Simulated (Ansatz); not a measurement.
# ZrH2O (quintet): relaxing a cheap start

Where does this start of ZrH2O (quintet) end when it is relaxed?

Method: UKS PBE0/def2-TZVP; program: Ansatz 0.2.0, Gaussian basis.

### Step 1. The system as given

4 atoms, charge 0, spin multiplicity 5.

Atoms are counted from 1 here; the program's logs count them from 0.

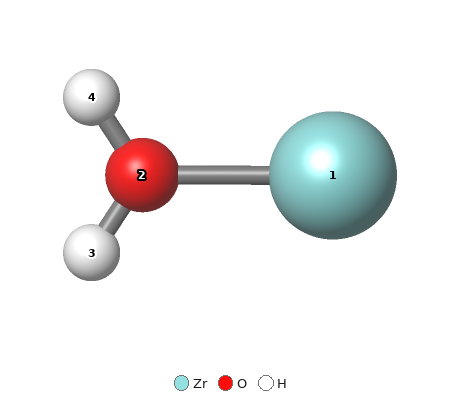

As it starts; zirconium light teal, oxygen red, hydrogen white; atoms are numbered from 1 in the order of the file.

As a file:

```xyz
4

Zr   -0.34061   -0.00001   -0.00061
O     1.66485    0.00005    0.00298
H     2.20001    0.82022    0.00128
H     2.20004   -0.82010    0.00659
```

The start was built by rule and, where that kept it together, relaxed with GFN2-xTB. Sticks and bond lists go by distance. No spin-orbit coupling is included. Elements past krypton take def2 core potentials.

### Step 2. Relaxation

Contents of in.yaml:

```yaml
crystal:
  periodic: [false, false, false]
  atoms:
    - {symbol: Zr, position_ang: [-0.340608, -0.000009, -0.000609]}
    - {symbol: O, position_ang: [1.664850, 0.000046, 0.002978]}
    - {symbol: H, position_ang: [2.200007, 0.820225, 0.001284]}
    - {symbol: H, position_ang: [2.200043, -0.820104, 0.006587]}
basis:
  gaussian: {orbitals: def2-TZVP}
magnetization: {spin_polarized: true, initial_magnetization: 4}
hamiltonian: {xc: pbe0}
relax: {f_tol: 0.004, max_steps: 80}
```

Started as:

```console
$ ansatz run in.yaml --threads 1 --pin off --events-out ev --progress --plain --max-ram 2176MiB
```

**Question.** What will these runs give? Wanted: energy gained; shift from the start; total energy; dipole moment; ⟨S²⟩.

As calculated:

| quantity | value |
| --- | --- |
| steps | 7 |
| energy gained | 0.387 eV |
| shift from the start (rms) | 0.148 Å |
| total energy | -3354.5084 eV |
| dipole moment | 4.22 D |
| ⟨S²⟩ | 6.002 |

The bonds of the start are those of the end. Zr1–O2 went from 2.005 to 2.321 Å. No vibrations were run, so this is a stationary point, not a proven minimum, and this spin need not be the ground state's.
